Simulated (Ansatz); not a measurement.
# CH7ClOSi2: the cost of one run

Program: Ansatz 0.2.0 through its Python package. Level of theory: B3LYP+D4/6-31G*. These are calculated values, not measurements.

## 1. The system

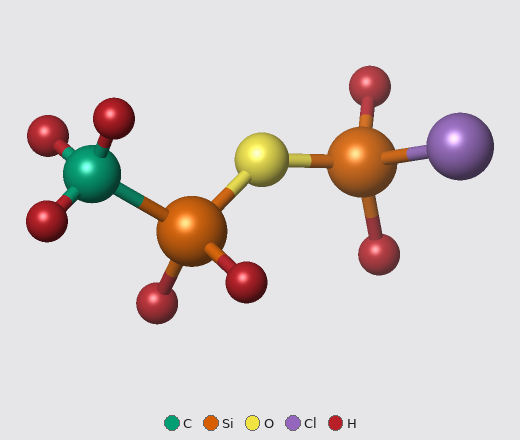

The structure that the script starts from, seen from a chosen angle (carbon teal, silicon orange, oxygen yellow, chlorine purple, hydrogen red).

The script holds or builds the structure itself.

## 2. Script

ch7closi2.py

```python
"""Rigid torsion scan of CH7ClOSi2."""

import warnings

import ansatz as az
from ase import Atoms

config = {
    "basis": "6-31G*",
    "xc": "b3lyp",
    "dispersion": "d4",
    "force_tol": 0.02,
}

warnings.simplefilter("ignore", az.DeckWarning)

atoms = Atoms(["C", "Si", "O", "Si", "Cl", "H", "H", "H", "H", "H", "H", "H"], positions=[
    (0.8888, 1.9759, 0.5681),
    (0.056, 0.715, -0.4593),
    (0.022, -0.8167, 0.2126),
    (-0.6759, -2.233, -0.0515),
    (-2.5692, -2.131, 0.6812),
    (1.9597, 1.6692, 0.8036),
    (0.4313, 2.0574, 1.553),
    (0.9214, 2.9495, 0.1116),
    (-1.3262, 1.1619, -0.7758),
    (0.8097, 0.5565, -1.791),
    (0.0641, -3.3074, 0.6185),
    (-0.7637, -2.5424, -1.5316),
])

# start the scan from a relaxed geometry
first = (
    az.Crystal.molecule_from_ase(atoms).calculation()
    .basis(gaussian=config["basis"])
    .functional(config["xc"], dispersion=config["dispersion"])
    .relax(force_tolerance=config["force_tol"], max_steps=80)
)
atoms.positions = first.run(threads=1, backend="cpu").report["positions_ang"]

start = atoms.get_dihedral(0, 1, 2, 3)
energies = {}
for turn in range(0, 360, 40):
    turned = atoms.copy()
    turned.set_dihedral(0, 1, 2, 3, start + turn, indices=[2, 3, 4, 10, 11])
    base = (
        az.Crystal.molecule_from_ase(turned).calculation()
        .basis(gaussian=config["basis"])
        .functional(config["xc"], dispersion=config["dispersion"])
    )
    energies[round((start + turn) % 360)] = base.run(threads=1, backend="cpu").report["free_energy_ev"]
floor = min(energies.values())
print("dihedral C0-Si1-O2-Si3 (deg)   E - E(min) (kcal/mol)")
for angle, e in sorted(energies.items()):
    print(f"{angle:8d} {23.060548 * (e - floor):14.3f}  " + "#" * int(30 * (e - floor) / max(max(energies.values()) - floor, 1e-9)))
```

## 3. The run

The run is started by

```bash
python ch7closi2.py
```

**Question.** How long does this script take on 1 thread of Arm Neoverse V1, shared host, and how much memory does it need?

About 5.9 min, with a peak of 0.29 GiB.
